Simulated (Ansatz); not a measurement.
C₇H₄NO (cn) (doublet)

```xyz
13

O     2.7382   -0.0508   -0.1526
C     1.4987   -0.0514   -0.0988
C     0.7164   -1.0904   -0.7354
C    -0.6456   -1.0845   -0.6719
C    -1.3139   -0.0527    0.0235
C    -2.7305   -0.0534    0.0851
N    -3.8835   -0.0537    0.1353
C    -0.5887    0.9797    0.6583
C     0.7736    0.9869    0.6033
H     1.2599   -1.8668   -1.2604
H    -1.2315   -1.8616   -1.1480
H    -1.1319    1.7562    1.1834
H     1.3598    1.7638    1.0792
```

⟨S²⟩ = 0.81, above the pure value of 0.75.

Level of theory: DFT PBE0, Gaussian basis def2-TZVPD (Ansatz).

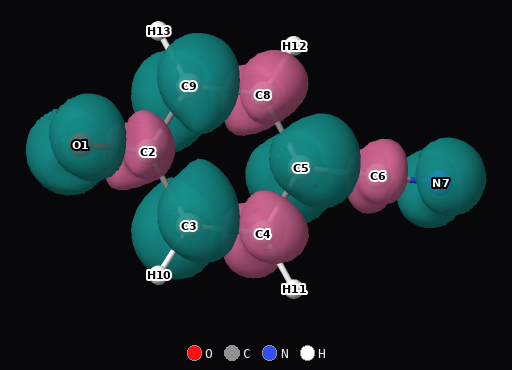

Figure 1. Isosurfaces of the spin density at +0.02 (teal) and −0.02 e/Å³ (pink), seen at a tilt.

### Which atoms carry the spin?

The unpaired spin (1 electron) lies mostly on O1 (about 0.4), C5 (about 0.2), C3 (about 0.2), C9 (about 0.2) and N7 (about 0.1), in electrons by Hirshfeld's partition, with opposite, polarisation-induced spin on C8 and C4.

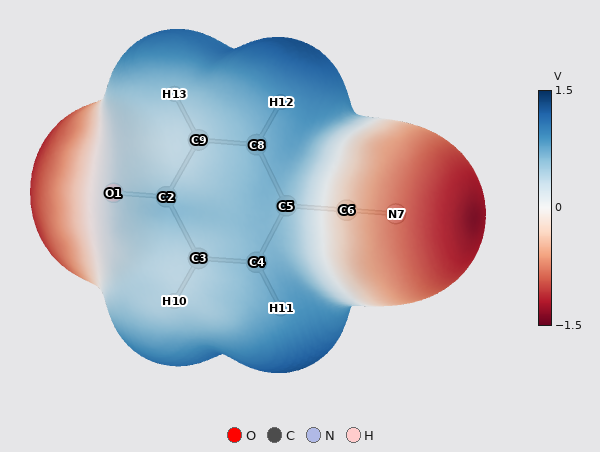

Figure 2. The molecular electrostatic potential painted on the density surface at 0.001 e/bohr³, seen at a tilt; the colour scale runs from red (negative) to blue (positive).

### Describe the electrostatic potential map.

The most negative region (about −1.3 V, or −30 kcal/mol for a unit charge) lies over N7, the most positive (about +1.3 V, or +30 kcal/mol for a unit charge) over H11 and H12. N7 is the likeliest acceptor of a hydrogen bond.

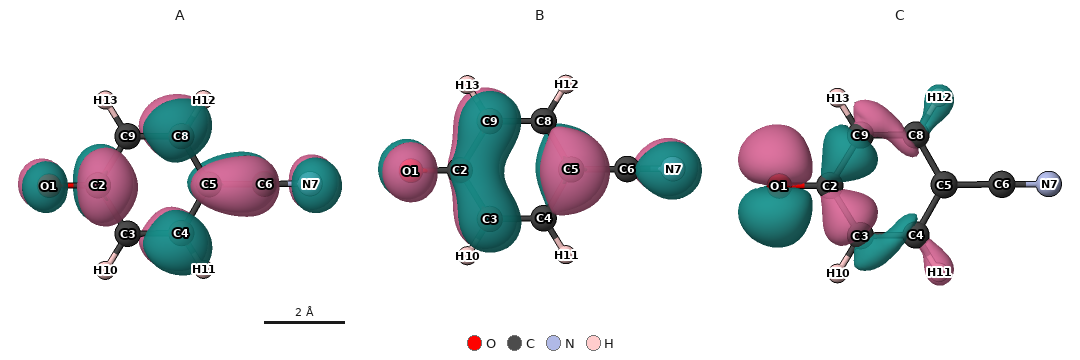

Figure 3. Three frontier orbitals at ±0.1 Å⁻³ᐟ² (teal and pink are the two phases), in no order.

### Which picture is the HOMO−1, the HOMO and the LUMO? All are α orbitals.

C is the HOMO−1 (α) (−8.26 eV). By Hirshfeld shares it lies mainly on O1 (about 65 %), C2 (about 10 %), C3 (about 10 %) and C9 (about 10 %); it is symmetric in the molecular plane (an in-plane orbital: σ, lone-pair or in-plane π type). B is the HOMO (α) (−7.52 eV). By Hirshfeld shares it lies mainly on C5 (about 20 %), O1 (about 20 %), C3 (about 15 %), C9 (about 15 %), N7 (about 10 %) and C2 (about 10 %); it changes sign across the molecular plane (π type); π-bonding across C2–C3 and C2–C9; π-antibonding (a node) across O1–C2. A is the LUMO (α) (−1.62 eV). By Hirshfeld shares it lies mainly on C2 (about 20 %), C4 (about 15 %), C8 (about 15 %), C5 (about 10 %), O1 (about 10 %) and N7 (about 10 %); it changes sign across the molecular plane (π type); π-bonding across C5–C6; π-antibonding (a node) across O1–C2, C4–C5, C5–C8 and C6–N7.

### What is the gap between the highest occupied and lowest empty α orbitals?

5.90 eV between the orbital energies.
